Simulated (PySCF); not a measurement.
## NMR shielding calculation of C$_{5}$H$_{6}$N$_{2}$S

- system: C$_{5}$H$_{6}$N$_{2}$S (2-(methylthio)pyrazine), SMILES CSc1cnccn1
- method: GIAO KT3/pcSseg-1 NMR shielding, non-relativistic, gas phase (PySCF 2.14.0)

The geometry comes from this level: GFN2-xTB, MD frame at 4885.5 fs, 220 K. Figures and captions count atoms from 1; the log counts them from 0 in places.

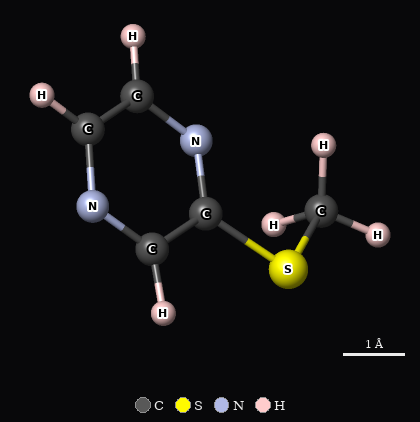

Figure 1. The structure as given in the input (ball-and-stick view, seen at a tilt). Bond lengths as drawn: C–C 1.38 to 1.42 Å, C–H 1.06 to 1.13 Å, C–N 1.30 to 1.34 Å and C–S 1.73 to 1.81 Å.

Input file:
```
{"job": {"kind": "nmr", "xc": "KT3", "basis": "pcSseg-1", "pop": false}, "charge": 0, "multiplicity": 1}
C      5.190690    -1.609319    -1.687190
S      4.053102    -3.007360    -1.556885
C      2.546225    -2.164118    -1.509619
C      1.359868    -2.932365    -1.684819
N      0.211733    -2.334711    -1.557454
C      0.211594    -1.043784    -1.193163
C      1.361063    -0.282794    -1.096063
N      2.559383    -0.855732    -1.297743
H      6.187401    -1.995701    -1.592178
H      4.994186    -1.277679    -2.711019
H      4.927168    -0.831911    -0.916945
H      1.507024    -3.989375    -1.981801
H     -0.767708    -0.645076    -0.982213
H      1.385212     0.744641    -0.845722
```

The first line tells a small driver script what to run in PySCF; the rest is the geometry in Å.

Hardware: 1 CPU thread, shared host.

Launched with:
```bash
OMP_NUM_THREADS=1 python <driver script> task.json out
```

Output:
```
coarse grid: 12904 points
cycle   1  E = -709.3508336659  dE =  1.178e+00  |g| = 4.251e-01  |ddm| = 3.722e+00
cycle   2  E = -709.2802921693  dE =  7.054e-02  |g| = 6.887e-01  |ddm| = 1.334e+00
cycle   3  E = -709.3872342060  dE = -1.069e-01  |g| = 1.959e-01  |ddm| = 8.960e-01
cycle   4  E = -709.3966362352  dE = -9.402e-03  |g| = 6.251e-02  |ddm| = 2.693e-01
cycle   5  E = -709.3976553339  dE = -1.019e-03  |g| = 2.474e-02  |ddm| = 8.194e-02
cycle   6  E = -709.3978072670  dE = -1.519e-04  |g| = 7.106e-03  |ddm| = 2.954e-02
cycle   7  E = -709.3978162657  dE = -8.999e-06  |g| = 3.989e-03  |ddm| = 1.115e-02
cycle   8  E = -709.3978203395  dE = -4.074e-06  |g| = 1.023e-03  |ddm| = 4.795e-03
final grid: 122008 points
cycle   9  E = -709.4024536187  dE = -2.807e-04  |g| = 8.349e-03  |ddm| = 6.746e-02
cycle  10  E = -709.4024306139  dE =  2.300e-05  |g| = 1.121e-02  |ddm| = 1.879e-02
cycle  11  E = -709.4024559613  dE = -2.535e-05  |g| = 5.391e-03  |ddm| = 1.781e-02
cycle  12  E = -709.4024627896  dE = -6.828e-06  |g| = 1.685e-03  |ddm| = 6.373e-03
cycle  13  E = -709.4024635765  dE = -7.869e-07  |g| = 3.187e-04  |ddm| = 2.218e-03
cycle  14  E = -709.4024636012  dE = -2.463e-08  |g| = 1.151e-04  |ddm| = 3.981e-04
cycle  15  E = -709.4024636039  dE = -2.710e-09  |g| = 5.716e-05  |ddm| = 1.698e-04
cycle  16  E = -709.4024636047  dE = -8.838e-10  |g| = 2.204e-05  |ddm| = 8.482e-05
```

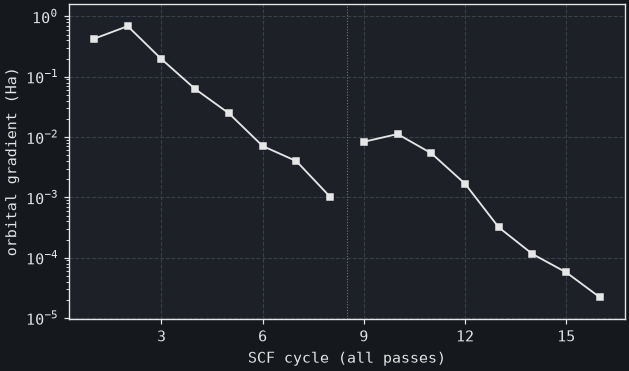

Figure 2. Convergence of the self-consistent field: orbital gradient against the SCF cycle. The dotted line marks the change from a coarse to the final integration grid. The first 8 cycles use a coarse grid, the final grid takes over at cycle 9, and the field converges after 16 cycles in all.

```
converged SCF energy = -709.4024636047

GIAO shielding tensors (ppm)
atom      isotropic    diamagn.    paramagn.     s11        s22        s33       span
  0 C      165.142     248.031     -82.889    155.183    162.470    177.772     22.589
  1 S      469.889    1057.162    -587.272    296.185    442.816    670.667    374.481
  2 C       28.784     261.310    -232.526    -46.078      3.199    129.233    175.311
  3 C       45.427     249.453    -204.025    -48.999     56.802    128.479    177.478
  4 N      -72.942     327.451    -400.394   -367.889   -141.047    290.110    657.999
  5 C       54.046     255.515    -201.469    -35.240     54.146    143.232    178.472
  6 C       47.287     254.809    -207.522    -51.121     50.268    142.714    193.834
  7 N      -53.059     333.386    -386.445   -307.992   -140.743    289.557    597.549
  8 H       29.882      24.443       5.439     25.349     27.562     36.735     11.386
  9 H       28.826      27.754       1.072     22.494     27.144     36.839     14.345
 10 H       27.267      30.701      -3.433     21.544     26.536     33.723     12.179
 11 H       22.889      28.646      -5.757     18.869     21.387     28.411      9.542
 12 H       23.866      34.728     -10.862     20.634     24.360     26.603      5.968
 13 H       23.810      35.561     -11.750     20.832     23.145     27.453      6.621
```

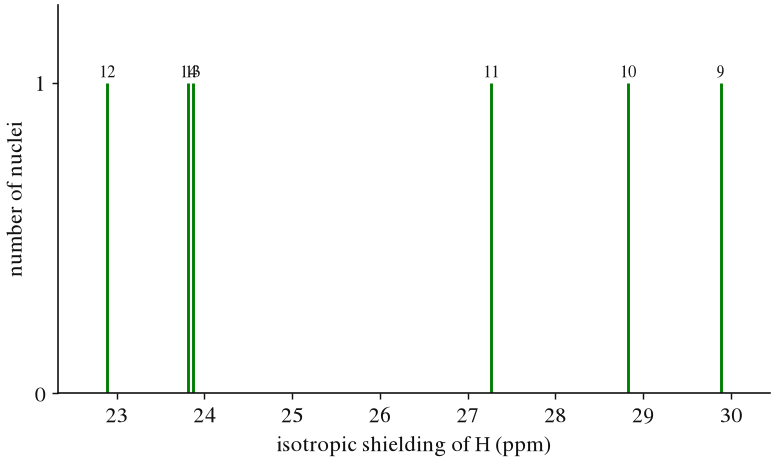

Figure 3. Isotropic shieldings of the hydrogen nuclei in this fixed geometry, labelled by atom number; shielding grows to the right, so chemical shift grows to the left. The least shielded is H12 (22.9 ppm), the most shielded H9 (29.9 ppm).

Results in brief:

| quantity | value |
| --- | --- |
| outcome | converged |
| total energy | −709.402464 hartree |
| HOMO | −5.53 eV |
| LUMO | −2.27 eV |
| dipole moment | 1.63 D |
| isotropic shielding, C | 28.8 to 165.1 ppm |
| isotropic shielding, S | 469.9 ppm |
| isotropic shielding, N | −72.9 to −53.1 ppm |
| isotropic shielding, H | 22.9 to 29.9 ppm |
| wall time | 33 s |
| peak memory | 0.69 GiB |
